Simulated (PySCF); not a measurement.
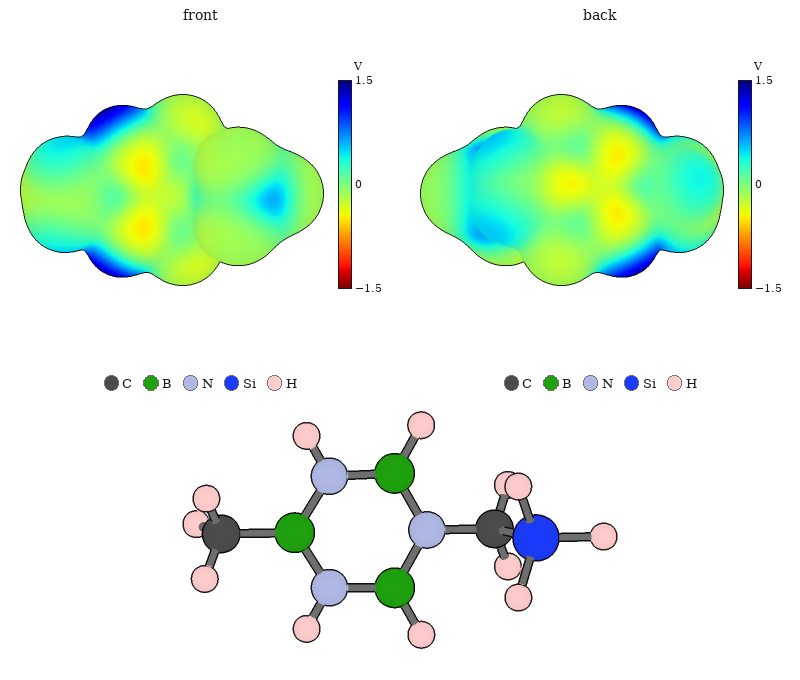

The picture shows: C2H12B3N3Si (SMILES CB1NBN(C[SiH3])BN1). The electrostatic potential painted on the density surface at 0.001 e/bohr³, seen from the front and from behind; red is negative and blue positive. The bare structure is drawn below in the same view.

Geometry: GFN2-xTB.

Level of theory: PBE0/pcSseg-1, SCF density, gas phase, non-relativistic (PySCF 2.14.0).

```xyz
21

C     3.5317    0.4076    0.6449
B     1.9830    0.1485    0.3797
N     1.1929    1.0206   -0.4127
B    -0.1812    0.8041   -0.6785
N    -0.7992   -0.3475   -0.1274
C    -2.2236   -0.5713   -0.3423
Si   -3.2348    0.2657    1.0373
B    -0.0589   -1.2581    0.6695
N     1.3114   -0.9873    0.9017
H     4.1377   -0.1430   -0.0740
H     3.8413    0.0764    1.6340
H     3.8025    1.4567    0.5493
H     1.6315    1.8374   -0.8101
H    -0.7908    1.5569   -1.3457
H    -2.5094   -0.1754   -1.3198
H    -2.4226   -1.6455   -0.3625
H    -2.9749    1.7062    1.0312
H    -4.6600    0.0183    0.7905
H    -2.8555   -0.2953    2.3355
H    -0.5664   -2.2191    1.1193
H     1.8362   -1.6390    1.4651
```

### Where is the surface potential most negative and most positive?

The most negative region (about −0.5 V) lies over N3, N5 and N9, the most positive (about +1.3 V) over H13 and H21.

### What dipole moment does the calculation give?

Its dipole moment is 0.81 D.
